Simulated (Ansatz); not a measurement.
# SrPdN (built on the sites of a database entry of BaAsPd): following an unstable mode, part 2 of 3

Aim: this structure of SrPdN (built on the sites of a database entry of BaAsPd) is to be tested for unstable modes, and one is followed downhill.

Ansatz 0.2.0; DFT PBE+D3(BJ), scalar-relativistic, plane waves, PAW.

So far, highest frequency on the path or at a solved wavevector (cm⁻¹): step 2 (the dispersion) 371. Also lowest frequency on the path (cm⁻¹): step 2 -129.

The structure was built from a prototype and need not be the compound's stable phase.

### 4. The mode frozen in, largest atomic shift 0.22 Å

The atoms are moved along the unstable eigenvector, the largest shift by 0.22 Å, with the cell fixed.

input.yaml

```yaml
crystal:
  lattice:
    - [-3.7707149625, 0.0, 0.0]
    - [0.0, 0.0, -4.0614150488]
    - [-1.8853574812, -9.7966048437, 0.0]
  atoms:
    - { symbol: Sr, position: [0.6666666667, 0.9992667151, 0.6666666667] }
    - { symbol: Sr, position: [0.3333333333, 1.0000572925, 0.3333333333] }
    - { symbol: Sr, position: [1.0, 1.0006759658, 1.0] }
    - { symbol: "N", position: [0.2222222222, 0.492663567, 0.5555555556] }
    - { symbol: "N", position: [0.8888888889, 0.4531678543, 0.2222222222] }
    - { symbol: "N", position: [0.5555555556, 0.5541683126, 0.8888888889] }
    - { symbol: Pd, position: [0.7777777778, 0.500579218, 0.4444444444] }
    - { symbol: Pd, position: [0.4444444444, 0.4996637769, 0.1111111111] }
    - { symbol: Pd, position: [0.1111111111, 0.4997570261, 0.7777777778] }
kpoints:
  mp_grid: { grid: [10, 10, 10] }
hamiltonian:
  xc: pbe
  dispersion: d3bj
scf:
  occupations: { method: methfessel_paxton, width: 0.2 }
output:
  forces: true
  stress: true
  eigenvalues: true
```

Started as:

```console
> ansatz run input.yaml --threads 8 --pin off --max-ram 14336MiB --backend cpu --events-out ev --progress --plain --runs-dir out
```

Numbers of over 12 decimals in the logs are rounded to 6 here.

Log:

```text
[...]
Crystal: 9 atoms, lattice volume = 150.030 Å³
Basis set: ecut = 420 eV, 2931 PW (Γ), exchange–correlation on 54×60×144 points (8 copies of the dense FFT grid, shifted against one another)
Bands: 60, of which v1, the nominal top of the filled ones, is band 50 counted from 1 (49 counted from 0)
Symmetry: 2 space group operations
[...]
k-point 0: bands = [... 46 lower, 12.3102, 13.0376, 13.0715, 13.4622, 14.3444, 14.3656, 15.7297, 15.7636, ... 6 higher]
  k-point 1: bands = [... 46 lower, 12.4286, 12.8631, 13.2576, 13.4680, 14.3426, 14.3513, 15.7119, 15.7570, ... 6 higher]
  k-point 2: bands = [... 46 lower, 12.5813, 12.6957, 13.4612, 13.4721, 14.3080, 14.3502, 15.5559, 15.7410, ... 6 higher]
  k-point 281: bands = [... 46 lower, 11.8167, 11.8445, 12.3664, 12.4268, 12.4490, 14.1635, 14.2181, 14.4031, ... 6 higher]
[key lines of the parts left out:]
SCF converged after 9 iterations
Free energy (F): -32707.011501 eV
Fermi energy:    12.985869 eV
P = ⅓ Tr σ = -0.0535 GPa (-0.535 kbar)
```

The job ended after 30 s (8 threads of Arm Neoverse V2, shared host; peak memory 1.8 GiB).

This step gave:

```yaml
pressure: -0.05349 GPa
energy_from_the_undistorted_cell: -1.296 meV/atom
```

The energy, extrapolated to zero smearing, is -1.30 meV/atom against the undistorted cell.

The run ends at a pressure of -0.05 GPa, with forces up to 0.088 eV/Å.

### 5. Energy along the mode, all amplitudes (two of the runs are shown above)

An imaginary frequency means negative curvature, so the energy should fall and then rise again as anharmonic terms take over.

This step gave:

```yaml
depth_at_the_lowest_point_sampled: 1.296 meV/atom
largest_atomic_shift_at_that_point: 0.22 Å
```

Table of energy from the parent by largest atomic shift:

| largest atomic shift (Å) | energy from the parent (meV/atom) |
| --- | --- |
| 0.000 | 0 |
| 0.040 | -0.071 |
| 0.080 | -0.272 |
| 0.140 | -0.733 |
| 0.220 | -1.30 |
| 0.320 | -0.801 |
| 0.450 | 4.66 |

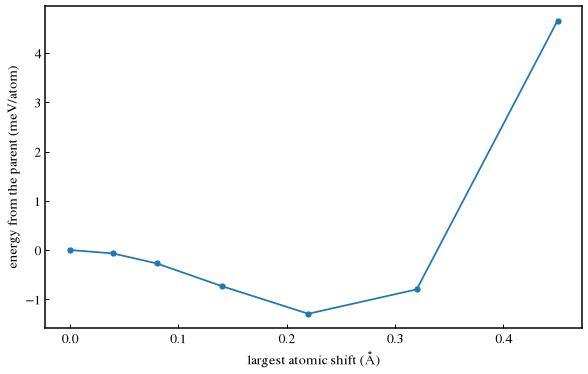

Energy from the parent, plotted against largest atomic shift.

Displacement at unit largest shift by atom:

| atom | x (Å) | y (Å) | z (Å) | size |
| --- | --- | --- | --- | --- |
| Sr1 | 0.00 | 0.00 | 0.01 | 0.01 |
| Sr2 | 0.00 | 0.00 | 0.00 | 0.00 |
| Sr3 | 0.00 | 0.00 | -0.01 | 0.01 |
| N4 | 0.00 | 0.00 | 0.14 | 0.14 |
| N5 | 0.00 | 0.00 | 0.86 | 0.86 |
| N6 | 0.00 | 0.00 | -1.00 | 1.00 |
| Pd7 | 0.00 | 0.00 | -0.01 | 0.01 |
| Pd8 | 0.00 | 0.00 | 0.01 | 0.01 |
| Pd9 | 0.00 | 0.00 | 0.00 | 0.00 |

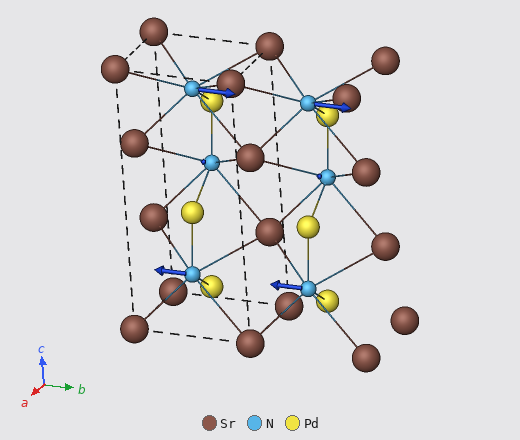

Displacement at unit largest shift as arrows, the longest 1 Å. Bonds to atoms that aren't drawn are left out. 1×2×1 cells are drawn. Some periodic images of atoms are drawn too.

The lowest of the steps tried is at 0.22 Å, 1.30 meV/atom below the parent; the bottom of the well need not coincide with a step.

### 6. Relaxation from the frozen mode

Starting from the lowest point found, all atoms and the cell are let go, so that strain and other modes of the same symmetry can join in.

input.yaml, as its differences from that of step 4:

```diff
@@ -26 +26,6 @@
   eigenvalues: true
+relax:
+  adjacent_minimum: "off"
+  f_tol: 0.002
+  max_steps: 120
+  cell: { stress_tol: 0.03 }
```

Log:

```text
[...]
Crystal: 9 atoms, lattice volume = 150.030 Å³
Basis set: ecut = 420 eV, 2931 PW (Γ), exchange–correlation on 54×60×144 points (8 copies of the dense FFT grid, shifted against one another)
Bands: 60, of which v1, the nominal top of the filled ones, is band 50 counted from 1 (49 counted from 0)
Symmetry: 2 space group operations
[...]
k-points: 282 of 1000 (time reversal used)
[...]
SCF iter   1: F=—  HF=-32707.032147 eV  |F-HF|=—  |Δ(HF+E_count)|=         —  Δρ=8.37e-3  dr2=1.44e-1  ethr=1.77e-3  ⟨swp⟩=8.9  Hψ=77745  notcnv=0
[...]
SCF iter   9: F=-32707.011501 eV  HF=-32707.011501 eV  |F-HF|=2.45e-9  |Δ(HF+E_count)|=   1.71e-8  S|Δr|=    0.00e0  Δρ=1.57e-6  dr2=7.38e-9  ethr=1.01e-10  ⟨swp⟩=11.1  Hψ=73972  notcnv=0
SCF 1 converged in 9 iterations: F = -32707.011501 eV  dr2 = 7.38e-9
[...]
relax step   1: F+E_penalty+E_count = -32707.01150059 eV  Δ(F+E_penalty+E_count) = +0.000e0 eV  max|allowed force component| = 8.174e-2 eV/Å  Δτ_max = 0.0000 Å  P = -0.053 GPa  Ω = 150.030 Å³  (9 SCF iters, dr2 threshold 1.00e-7 eV, accepted)
Crystal: 9 atoms, lattice volume = 150.717 Å³
Basis set: ecut = 420 eV, 2947 PW (Γ), exchange–correlation on 54×60×144 points (8 copies of the dense FFT grid, shifted against one another)
[...]
iter 1 solved again at ethr=1.89e-5 eV; its pass at ethr=3.10e-3 eV (dr2=1.87e-2 eV) is discarded
[...]
SCF iter   7: F=-32707.013572 eV  HF=-32707.013573 eV  |F-HF|=2.75e-7  |Δ(HF+E_count)|=   2.91e-7  S|Δr|=    0.00e0  Δρ=8.69e-6  dr2=4.14e-7  ethr=5.01e-10  ⟨swp⟩=6.3  Hψ=74244  notcnv=0
SCF 2 converged in 7 iterations: F = -32707.013572 eV  dr2 = 4.14e-7
relax step   2: F+E_penalty+E_count = -32707.01357247 eV  Δ(F+E_penalty+E_count) = -2.072e-3 eV  max|allowed force component| = 6.514e-2 eV/Å  Δτ_max = 0.0224 Å  P = -0.322 GPa  Ω = 150.717 Å³  energy of the carried Pulay correction = -8.709e-4 eV  (7 SCF iters, dr2 threshold 4.96e-7 eV, accepted)
Crystal: 9 atoms, lattice volume = 150.240 Å³
Basis set: ecut = 420 eV, 2919 PW (Γ), exchange–correlation on 54×60×144 points (8 copies of the dense FFT grid, shifted against one another)
[...]
SCF iter   7: F=-32707.017432 eV  HF=-32707.017432 eV  |F-HF|=6.51e-8  |Δ(HF+E_count)|=   1.41e-7  S|Δr|=    0.00e0  Δρ=5.65e-6  dr2=1.25e-7  ethr=7.40e-10  ⟨swp⟩=6.9  Hψ=67375  notcnv=0
SCF 3 converged in 7 iterations: F = -32707.017432 eV  dr2 = 1.25e-7
[...]
relax step   3: F+E_penalty+E_count = -32707.01743158 eV  Δ(F+E_penalty+E_count) = -3.859e-3 eV  max|allowed force component| = 6.124e-2 eV/Å  Δτ_max = 0.0222 Å  P = -0.026 GPa  Ω = 150.240 Å³  energy of the carried Pulay correction = -2.676e-4 eV  (7 SCF iters, dr2 threshold 7.33e-7 eV, accepted)
[... from here on, the SCF cycles and remarks between the steps are left out ...]
relax step   4: F+E_penalty+E_count = -32707.02089164 eV  Δ(F+E_penalty+E_count) = -3.460e-3 eV  max|allowed force component| = 4.056e-2 eV/Å  Δτ_max = 0.0615 Å  P = +0.244 GPa  Ω = 149.840 Å³  energy of the carried Pulay correction = +2.406e-4 eV  (8 SCF iters, dr2 threshold 2.34e-7 eV, accepted)
relax step   5: F+E_penalty+E_count = -32707.02165351 eV  Δ(F+E_penalty+E_count) = -7.619e-4 eV  max|allowed force component| = 2.626e-2 eV/Å  Δτ_max = 0.0083 Å  P = +0.084 GPa  Ω = 150.096 Å³  energy of the carried Pulay correction = -8.498e-5 eV  (7 SCF iters, dr2 threshold 2.23e-7 eV, accepted)
relax step   6: F+E_penalty+E_count = -32707.02337303 eV  Δ(F+E_penalty+E_count) = -1.720e-3 eV  max|allowed force component| = 3.598e-2 eV/Å  Δτ_max = 0.0306 Å  P = -0.120 GPa  Ω = 150.468 Å³  energy of the carried Pulay correction = -5.563e-4 eV  (8 SCF iters, dr2 threshold 5.98e-8 eV, accepted)
relax step   7: F+E_penalty+E_count = -32707.03072544 eV  Δ(F+E_penalty+E_count) = -7.352e-3 eV  max|allowed force component| = 1.344e-1 eV/Å  Δτ_max = 0.0979 Å  P = -0.399 GPa  Ω = 151.052 Å³  energy of the carried Pulay correction = -1.294e-3 eV  (9 SCF iters, dr2 threshold 1.75e-7 eV, accepted)
relax step   8: F+E_penalty+E_count = -32707.00941441 eV  Δ(F+E_penalty+E_count) = +2.131e-2 eV  max|allowed force component| = 3.327e-1 eV/Å  Δτ_max = 0.1039 Å  P = -0.400 GPa  Ω = 151.290 Å³  energy of the carried Pulay correction = -1.594e-3 eV  (9 SCF iters, dr2 threshold 9.00e-7 eV, rejected (line search))
relax step   9: F+E_penalty+E_count = -32707.04172070 eV  Δ(F+E_penalty+E_count) = -1.100e-2 eV  max|allowed force component| = 1.452e-1 eV/Å  Δτ_max = 0.0578 Å  P = -0.358 GPa  Ω = 150.930 Å³  energy of the carried Pulay correction = -1.140e-3 eV  (14 SCF iters, accepted)
relax step  10: F+E_penalty+E_count = -32707.06802190 eV  Δ(F+E_penalty+E_count) = -2.630e-2 eV  max|allowed force component| = 1.834e-1 eV/Å  Δτ_max = 0.0854 Å  P = +0.065 GPa  Ω = 150.101 Å³  energy of the carried Pulay correction = -9.021e-5 eV  (8 SCF iters, dr2 threshold 9.00e-7 eV, accepted)
relax step  11: F+E_penalty+E_count = -32707.12352575 eV  Δ(F+E_penalty+E_count) = -5.550e-2 eV  max|allowed force component| = 2.382e-1 eV/Å  Δτ_max = 0.1439 Å  P = +0.503 GPa  Ω = 148.974 Å³  energy of the carried Pulay correction = +1.344e-3 eV  (9 SCF iters, dr2 threshold 9.00e-7 eV, accepted)
relax step  12: F+E_penalty+E_count = -32707.01470247 eV  Δ(F+E_penalty+E_count) = +1.088e-1 eV  max|allowed force component| = 3.698e-1 eV/Å  Δτ_max = 0.1841 Å  P = +1.010 GPa  Ω = 147.586 Å³  energy of the carried Pulay correction = +3.127e-3 eV  (9 SCF iters, dr2 threshold 9.00e-7 eV, rejected (line search))
relax step  13: F+E_penalty+E_count = -32707.09964807 eV  Δ(F+E_penalty+E_count) = +2.388e-2 eV  max|allowed force component| = 4.444e-1 eV/Å  Δτ_max = 0.0931 Å  P = -0.333 GPa  Ω = 149.784 Å³  energy of the carried Pulay correction = +3.123e-4 eV  (15 SCF iters, rejected (line search))
relax step  14: F+E_penalty+E_count = -32707.15229818 eV  Δ(F+E_penalty+E_count) = -2.877e-2 eV  max|allowed force component| = 1.002e-1 eV/Å  Δτ_max = 0.0453 Å  P = -0.089 GPa  Ω = 149.499 Å³  energy of the carried Pulay correction = +6.744e-4 eV  (16 SCF iters, accepted)
relax step  15: F+E_penalty+E_count = -32707.16849636 eV  Δ(F+E_penalty+E_count) = -1.620e-2 eV  max|allowed force component| = 5.182e-2 eV/Å  Δτ_max = 0.1000 Å  P = +0.583 GPa  Ω = 148.134 Å³  energy of the carried Pulay correction = +2.422e-3 eV  (8 SCF iters, dr2 threshold 9.00e-7 eV, accepted)
relax step  16: F+E_penalty+E_count = -32707.17477472 eV  Δ(F+E_penalty+E_count) = -6.278e-3 eV  max|allowed force component| = 3.236e-2 eV/Å  Δτ_max = 0.0584 Å  P = -0.201 GPa  Ω = 149.418 Å³  energy of the carried Pulay correction = +7.785e-4 eV  (8 SCF iters, dr2 threshold 9.00e-7 eV, accepted)
relax step  17: F+E_penalty+E_count = -32707.17652253 eV  Δ(F+E_penalty+E_count) = -1.748e-3 eV  max|allowed force component| = 1.358e-2 eV/Å  Δτ_max = 0.0096 Å  P = +0.038 GPa  Ω = 149.099 Å³  energy of the carried Pulay correction = +1.186e-3 eV  (7 SCF iters, dr2 threshold 5.20e-7 eV, accepted)
relax step  18: F+E_penalty+E_count = -32707.17657088 eV  Δ(F+E_penalty+E_count) = -4.835e-5 eV  max|allowed force component| = 6.444e-4 eV/Å  Δτ_max = 0.0054 Å  P = -0.003 GPa  Ω = 149.139 Å³  energy of the carried Pulay correction = +1.134e-3 eV  (7 SCF iters, dr2 threshold 2.86e-8 eV, accepted)
relax step  19: F+E_penalty+E_count = -32707.21709512 eV  Δ(F+E_penalty+E_count) = -4.052e-2 eV  max|allowed force component| = 1.350e-2 eV/Å  Δτ_max = 0.0000 Å  P = +0.336 GPa  Ω = 149.139 Å³  stress off target by 8.89e-1 GPa  SCF on the basis re-selected at this cell (its energy is not comparable with the rows above)  (8 SCF iters)
relax step  20: F+E_penalty+E_count = -32707.21912622 eV  Δ(F+E_penalty+E_count) = -2.031e-3 eV  max|allowed force component| = 4.747e-3 eV/Å  Δτ_max = 0.0040 Å  P = +0.001 GPa  Ω = 149.516 Å³  energy of the carried Pulay correction = -4.896e-4 eV  (5 SCF iters, dr2 threshold 9.00e-7 eV, accepted)
relax step  21: F+E_penalty+E_count = -32707.21920184 eV  Δ(F+E_penalty+E_count) = -7.562e-5 eV  max|allowed force component| = 1.068e-3 eV/Å  Δτ_max = 0.0010 Å  P = +0.004 GPa  Ω = 149.502 Å³  energy of the carried Pulay correction = -4.623e-4 eV  (5 SCF iters, dr2 threshold 1.60e-8 eV, accepted)
[...]
SCF iter   1: F=—  HF=-32707.219577 eV  |F-HF|=—  |Δ(HF+E_count)|=         —  Δρ=7.59e-5  dr2=2.84e-7  ethr=3.14e-6  ⟨swp⟩=3.1  Hψ=115660  notcnv=0
eigensolver tolerance schedule: the retry pair's looser diagonalisation over-reported the residual by 10967.55 of it (diagonalisation noise at an unbounded share of the residual, at the tolerance the schedule requests for it); recorded, not acted on — ethr = c·dr2/N_el stays at c = 1.0e-1
[...]
SCF iter   2: F=—  HF=-32707.219704 eV  |F-HF|=—  |Δ(HF+E_count)|=   1.27e-4  S|Δr|=    0.00e0  Δρ=3.84e-5  dr2=7.03e-8  ethr=2.87e-10  ⟨swp⟩=3.8  Hψ=46703  notcnv=0
[...]
SCF iter   6: F=-32707.219722 eV  HF=-32707.219722 eV  |F-HF|=2.18e-11  |Δ(HF+E_count)|=  3.64e-11  S|Δr|=    0.00e0  Δρ=8.37e-8  dr2=3.08e-11  ethr=1.00e-12  ⟨swp⟩=5.7  Hψ=69954  notcnv=0
SCF 22 converged in 6 iterations: F = -32707.219722 eV  dr2 = 3.08e-11
relax step  22: F+E_penalty+E_count = -32707.21972189 eV  Δ(F+E_penalty+E_count) = -5.201e-4 eV  max|allowed force component| = 9.926e-4 eV/Å  Δτ_max = 0.0000 Å  P = +0.007 GPa  Ω = 149.502 Å³  stress off target by 1.51e-2 GPa  SCF on the basis re-selected at this cell (its energy is not comparable with the rows above)  (6 SCF iters)
[...]
SCF converged after 6 iterations
[...]
Free energy (F): -32707.219722 eV
[...]
Internal energy: -32707.229096 eV  (E = F + TS)
E sigma→0 (E₀):  -32707.222065 eV
Entropy (-TS):   0.009374 eV (1.042 meV/atom)
Fermi energy:    12.939410 eV
[...]
--- Forces (eV/Å), atoms counted from 1 ---
  atom   1  Sr    -0.00000000     0.00015304     0.00000516
  atom   2  Sr     0.00000000    -0.00003385    -0.00000762
  atom   3  Sr    -0.00000000     0.00013819    -0.00001438
  atom   4  N     -0.00000000     0.00076232    -0.00000180
  atom   5  N     -0.00000000     0.00087137     0.00000274
  atom   6  N     -0.00000000     0.00094313     0.00003976
  atom   7  Pd     0.00000000    -0.00087123     0.00000040
  atom   8  Pd     0.00000000    -0.00099222     0.00000873
  atom   9  Pd     0.00000000    -0.00096773    -0.00003300
  max |Σ_I F_I| component: 3.02e-6 eV/Å
--- Stress (GPa, compression-positive) ---
       -0.000776      -0.000000       0.000000
       -0.000000       0.015136      -0.000092
        0.000000      -0.000092       0.007979
  P = ⅓ Tr σ = 0.0074 GPa (0.074 kbar)
--- Band table (eV; the first three rows and the last of 282) ---
  k-point 0: bands = [... 46 lower, 12.4201, 12.6416, 13.2687, 13.2688, 13.6791, 14.7081, 15.2862, 15.2862, ... 6 higher]
  k-point 1: bands = [... 46 lower, 12.5464, 12.5871, 13.0883, 13.4645, 13.7330, 14.6877, 15.2818, 15.2912, ... 6 higher]
  k-point 2: bands = [... 46 lower, 12.4450, 12.6588, 12.9325, 13.6672, 13.8741, 14.6274, 15.2788, 15.2895, ... 6 higher]
  k-point 281: bands = [... 46 lower, 12.3428, 12.3889, 12.4084, 12.4175, 12.4491, 14.1512, 14.1876, 14.3342, ... 6 higher]
--- Relaxed structure (20 steps of the walk, 17 accepted, 2 SCFs on fresh bases) ---
  F+E_penalty+E_count = -32707.21972189 eV   max|allowed force component| = 9.926e-4 eV/Å   (the final SCF, on the basis selected at the relaxed cell)
  cell:  # Å, volume = 149.5015 Å³
    - [-3.284030, -8.380430613189132e-12, -4.830751131630454e-17]
    - [-3.232499954934244e-17, -7.722379088644781e-6, -4.116957]
    - [-1.642015, -11.057637, -1.8627275340193533e-5]
  atoms:
    - { symbol: Sr, position: [0.681317, 0.999997, 0.637366] }
    - { symbol: Sr, position: [0.347985, 0.999999, 0.304030] }
    - { symbol: Sr, position: [1.014651, 1.000002, 0.970699] }
    - { symbol: N, position: [0.208604, 0.499995, 0.582792] }
    - { symbol: N, position: [0.875269, 0.499999, 0.249461] }
    - { symbol: N, position: [0.541935, 0.500010, 0.916129] }
    - { symbol: Pd, position: [0.776746, 0.499998, 0.446509] }
    - { symbol: Pd, position: [0.443413, 0.500001, 0.113173] }
    - { symbol: Pd, position: [0.110079, 0.499998, 0.779841] }
```

Elapsed: 13 min, on 8 threads; peak memory 2.2 GiB; 1.7 h of CPU time.

The steps of the relaxation:

| step | energy less that of the first step (eV) | largest force component (eV/Å) | pressure (GPa) | volume (Å³) |
| --- | --- | --- | --- | --- |
| 1 | 0.0000 | 0.0817 | -0.05 | 150.03 |
| 2 | -0.0021 | 0.0651 | -0.32 | 150.72 |
| 3 | -0.0059 | 0.0612 | -0.03 | 150.24 |
| 4 | -0.0094 | 0.0406 | 0.24 | 149.84 |
| 5 | -0.0102 | 0.0263 | 0.08 | 150.10 |
| 6 | -0.0119 | 0.0360 | -0.12 | 150.47 |
| 7 | -0.0192 | 0.1344 | -0.40 | 151.05 |
| 8 | 0.0021 | 0.3327 | -0.40 | 151.29 |
| 9 | -0.0302 | 0.1452 | -0.36 | 150.93 |
| 10 | -0.0565 | 0.1834 | 0.06 | 150.10 |
| 11 | -0.1120 | 0.2382 | 0.50 | 148.97 |
| 12 | -0.0032 | 0.3698 | 1.01 | 147.59 |
| 13 | -0.0881 | 0.4444 | -0.33 | 149.78 |
| 14 | -0.1408 | 0.1002 | -0.09 | 149.50 |
| 15 | -0.1570 | 0.0518 | 0.58 | 148.13 |
| 16 | -0.1633 | 0.0324 | -0.20 | 149.42 |
| 17 | -0.1650 | 0.0136 | 0.04 | 149.10 |
| 18 | -0.1651 | 0.0006 | 0.00 | 149.14 |
| 19* | -0.2056 | 0.0135 | 0.34 | 149.14 |
| 20 | -0.2076 | 0.0047 | 0.00 | 149.52 |
| 21 | -0.2077 | 0.0011 | 0.00 | 149.50 |
| 22* | -0.2082 | 0.0010 | 0.01 | 149.50 |

Relaxation steps marked * repeat the geometry before them on a plane-wave basis chosen anew for their cell, so energy and pressure can jump there. Relaxation steps 8, 12, 13 were tried and not accepted.

The run keeps the 2 symmetry operations that it works with, so distortions that break them were not tested.

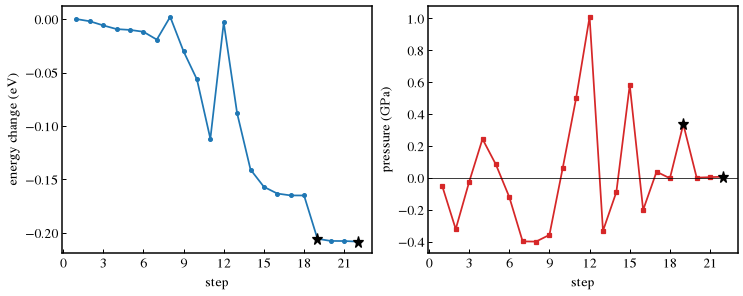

Energy and pressure along the relaxation. Stars mark steps on a basis chosen anew.

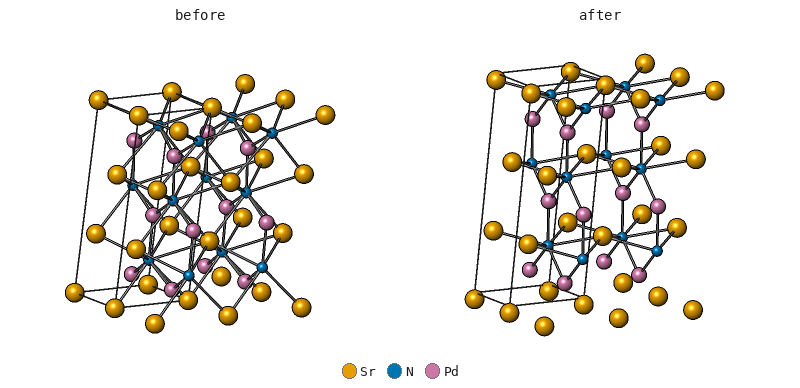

Before and after, at one scale. Bonds to atoms that aren't drawn are left out.

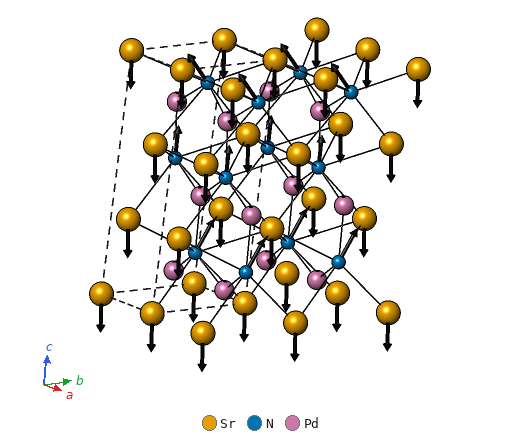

Displacements in the relaxation, exaggerated, measured against the changing cell; the longest in the cell stands for 0.37 Å. Bonds to atoms that aren't drawn are left out. 2×2×1 cells are drawn. Some periodic images of atoms are drawn too.

| cell as run | before | after | change |
| --- | --- | --- | --- |
| a (Å) | 3.771 | 3.284 | -12.9 % |
| b (Å) | 4.061 | 4.117 | +1.4 % |
| c (Å) | 9.976 | 11.179 | +12.1 % |
| β (°) | 79.11 | 81.55 | +3.1 % |
| volume (Å³/atom) | 16.67 | 16.61 | -0.4 % |

The atoms that moved most (Å, as changes of fractional coordinates times the final cell):

| atom | dx | dy | dz | length |
| --- | --- | --- | --- | --- |
| N6 | 0.000 | -0.301 | 0.223 | 0.375 |
| N5 | 0.000 | -0.301 | -0.193 | 0.358 |
| Sr2 | 0.000 | 0.324 | 0.000 | 0.324 |
| Sr3 | 0.000 | 0.324 | 0.003 | 0.324 |
| Sr1 | 0.000 | 0.324 | -0.003 | 0.324 |
| N4 | 0.000 | -0.301 | -0.030 | 0.303 |
| Pd7 | 0.000 | -0.023 | 0.002 | 0.023 |
| Pd8 | 0.000 | -0.023 | -0.001 | 0.023 |

Final coordinates:

```xyz
9
Lattice="-3.2840 0.0000 0.0000 0.0000 0.0000 -4.1170 -1.6420 -11.0576 0.0000" Properties=species:S:1:pos:R:3 pbc="T T T"
Sr   -3.2840   -7.0478   -4.1170
Sr   -1.6420   -3.3619   -4.1170
Sr   -4.9260  -10.7336   -4.1170
N    -1.6420   -6.4443   -2.0585
N    -3.2840   -2.7585   -2.0585
N    -3.2840  -10.1302   -2.0585
Pd   -3.2840   -4.9373   -2.0585
Pd   -1.6420   -1.2514   -2.0585
Pd   -1.6420   -8.6232   -2.0585
```

Numbers from this step:

* pressure: 0.007446 GPa
* volume per atom: 16.61 Å³

The distorted start has space group Cm; the relaxation ends in Amm2.

(Continued in part 3 of 3.)

[Logs are printed without paths, hosts, clocks, repeated set-up lines and the standing remarks that a program may print on its own settings, such as how far it seeks lower states.]

[Hosts, paths, dates, database ids (printed as entryN), source tags and the programs' standing remarks are cut or masked in the printed files.]
